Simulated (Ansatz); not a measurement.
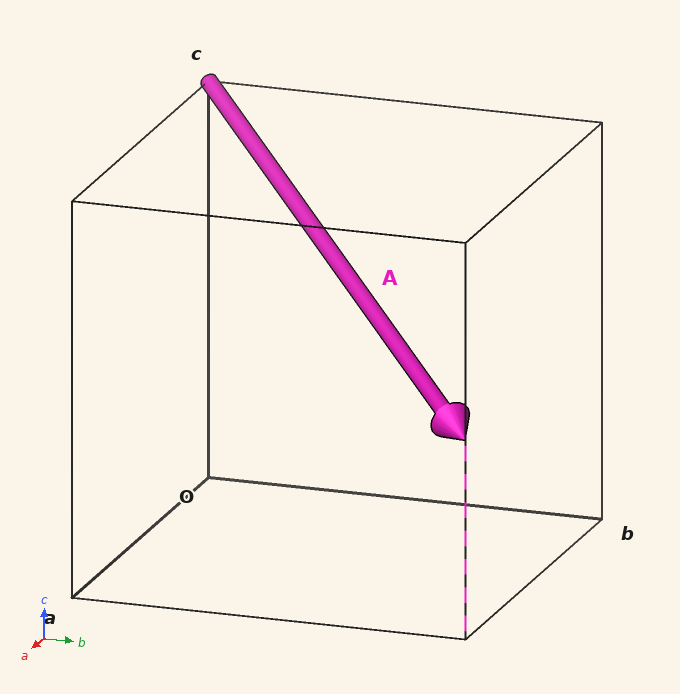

Crystal: Ir, the end point of a relaxation with DFT, PAW plane waves, r2scan (Ansatz 0.2.0). The arrow starts at a corner of the unit cell and ends on its surface; where a tip isn't a corner, dashed lines run from it parallel to the axes. All values are computed from the atomic coordinates in the standard setting (tolerance 0.002 Å).

a = 3.844 Å, b = 3.844 Å, c = 3.844 Å, α = 90.00°, β = 90.00°, γ = 90.00°.

> Index the direction.

Arrow A runs from (0, 0, 1) to (1, 1, 1/2), so [2 2 −1].

> How long is the vector ua + vb + wc?

11.531 Å.
